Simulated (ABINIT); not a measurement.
Band structure of CuZn (Pm-3m, 2 atoms in the cell).

```yaml
crystal:
  lattice:
    - [2.99277, 0.00000, 0.00000]
    - [0.00000, 2.99277, 0.00000]
    - [0.00000, 0.00000, 2.99277]
  atoms:
    - { symbol: Zn, position: [0.50000, 0.50000, 0.50000] }
    - { symbol: Cu, position: [0.00000, 0.00000, 0.00000] }
```

Method of the run: PBE, PAW (JTH v2.0 PBE PAW) (plane waves; ABINIT 10.0.3).

Settings: pseudos = [Zn.GGA_PBE-JTH.xml, Cu.GGA_PBE-JTH.xml]; ecut = 30 Ha; pawecutdg = 60 Ha; pawxcdev = 0; occopt = 7; tsmear = 0.272 eV; ngkpt = 7 7 7; nshiftk = 1; shiftk = 0 0 0; potentials = JTH v2.0 PBE PAW; kptopt = 1; nstep = 80; tolvrs1 = 1e-10.

The starting cell has typed, rounded lattice constants, without a prior relaxation at this level. Its lattice was rescaled by a random factor within 2.5 % of one. Spin polarisation is off.

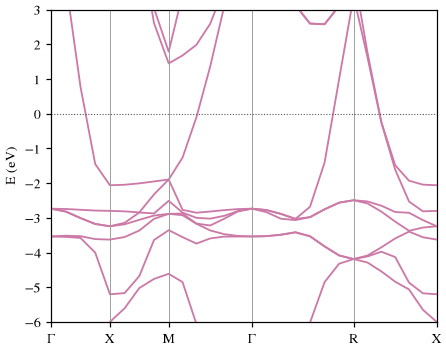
*Bands along the path, energies from the Fermi level.*

Levels in eV from the Fermi level, bands 12 to 19:
```
point     12     13     14     15     16     17     18     19
-----  -----  -----  -----  -----  -----  -----  -----  -----
Γ      -3.54  -2.74  -2.74  -2.74   5.90   5.90   5.90  10.82
X      -3.63  -3.24  -3.24  -2.80  -2.06  11.15  11.15  11.76
M      -2.89  -2.89  -2.51  -1.90  -1.90   1.45   1.79  13.29
R      -4.19  -2.49  -2.49   3.38   4.07   4.07   4.07   4.26
```

Bands cross the Fermi level along this path, so the cell is metallic at this level.
